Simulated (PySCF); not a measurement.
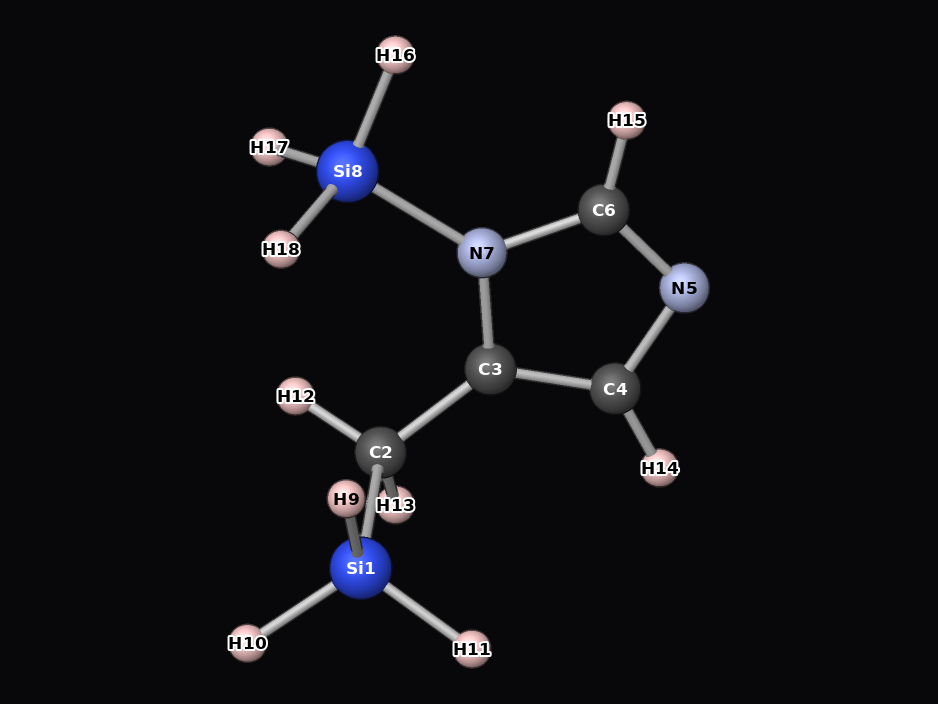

The questions are on isotropic NMR shieldings of the C atoms. The computed structure is the end point of a GFN2-xTB optimisation. No frequency run is at hand to confirm it as a minimum. Level of theory: GIAO PBE0/pcSseg-1 NMR shielding, non-relativistic, gas phase (PySCF 2.14.0).

Give the isotropic NMR shieldings of the C atoms atom by atom.

```csv
atom,σ (ppm)
C2,178.1
C3,50.8
C4,51.6
C6,43.6
```

The geometry is semi-empirical. Around Si such bond lengths and angles can be off by a tenth of an ångström or more and by several degrees, and values that hang on the shape move with them.
